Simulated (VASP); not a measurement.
Band structure of PbO$_{2}$ (space group P4_2/mnm). Level of theory: PBE GGA, VASP's PBE PAW potentials (set 64) (plane waves; VASP).

Unless said otherwise, spin-orbit coupling is left out, though it shifts the bands of the heavy elements here.

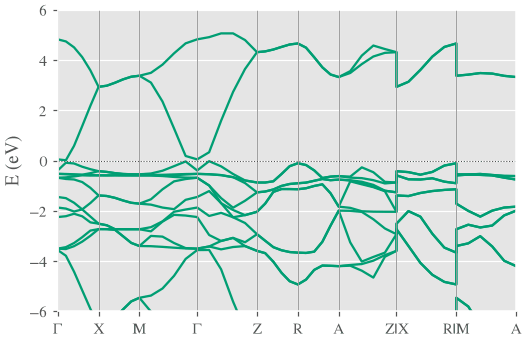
Figure: Bands along high-symmetry lines, zero at the valence-band maximum or, without a gap, the Fermi level

Task: Read the plot: is there a gap, and where are the band edges?

Result: It has no gap at this level: it comes out as a metal or semimetal.

The structure comes from a computed database's PbO2 entry; how it stands against other phases isn't given here. The cell was not relaxed at this level.
